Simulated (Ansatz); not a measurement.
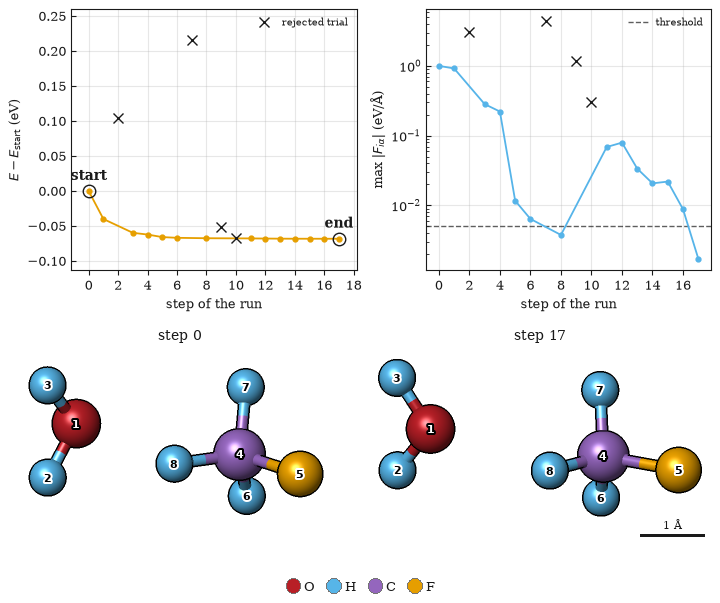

First and last geometry of a relaxation of CH5FO, with the history of the run. The picture is a ball-and-stick view, seen at a tilt.

Computed with RKS PBE0-D4/def2-TZVP in Ansatz. Set-up: force threshold 0.005 eV/Å; at most 200 steps.

### Read the history and describe the run.

It converged. H8 moves most after the best rigid fit: 0.43 Å. By element the largest moves are H 0.43 Å, F 0.35 Å, O 0.30 Å, C 0.11 Å. Some distances before and after: C4–H6 1.112 → 1.091 Å, O1–H2 0.975 → 0.960 Å, O1–H3 0.975 → 0.960 Å. Bond angles that change, for instance: H2–O1–H3 102.4° → 105.2°. The energy falls by 0.068 eV in 13 accepted moves (17 points after the start). Largest force component: 1 eV/Å at the start, 0.0017 eV/Å at the end. The line search rejected the trial steps at points 2, 7, 9, 10 of the run. The forces were under the threshold at step 8, but the run went on from there.

Limits of the set-up: the start holds two separate molecules, 2.6 Å apart at their closest, whose relative position is a soft coordinate.
